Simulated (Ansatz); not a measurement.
# Ligand exchange: InH2I + H2O2 → InH2(OH) + HOI

Species: InH2I `[InH2][I]`, singlet; H2O2 (hydrogen peroxide) `OO`, singlet; InH2(OH), singlet; HOI (hypoiodous acid) `OI`, singlet. The partners trade I for OH: In–I and O–OH bonds give way to In–OH and O–I.

Shapes, held fixed at every level: PBE0-D4/def2-TZVP. Flexible molecules stand in one conformer, not always the lowest. Programs: Ansatz 0.2.0. The zero-point and thermal change to 298 K, harmonic and unscaled (PBE0-D4/def2-TZVP), is -5.2 kJ/mol.

```csv
level,kind,ΔH(298 K) (kJ/mol),less CCSD(T)/def2-TZVPP
HF/def2-SVP,Hartree–Fock,-19.9,+57.3
HF/def2-TZVPP,Hartree–Fock,-56.1,+21.1
PBE0-D4/def2-TZVPP,global hybrid,-63.0,+14.2
r2SCAN0-D4/def2-TZVPP,global hybrid,-63.8,+13.4
wB97X-V/def2-TZVPP,range-separated hybrid,-72.0,+5.2
CCSD/def2-TZVPP,coupled cluster or CI,-74.6,+2.6
CCSD(T)/def2-TZVPP,coupled cluster or CI,-77.2,0.0
```

The highest level, CCSD(T)/def2-TZVPP, gives ΔH(298 K) = -77.2 kJ/mol; the levels span -77.2 to -19.9. The column of differences is taken from that level and isn't an error. No measured value is set beside it here. For atoms past krypton def2 sets carry core potentials with scalar relativity. Correlated rows may include outer-core shells of I, In, which these sets cover unevenly.

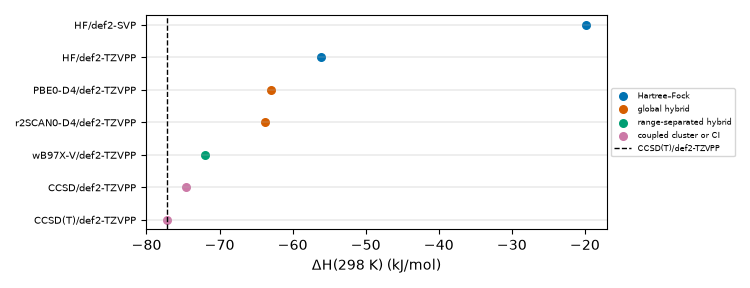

The values of the table, level by level.
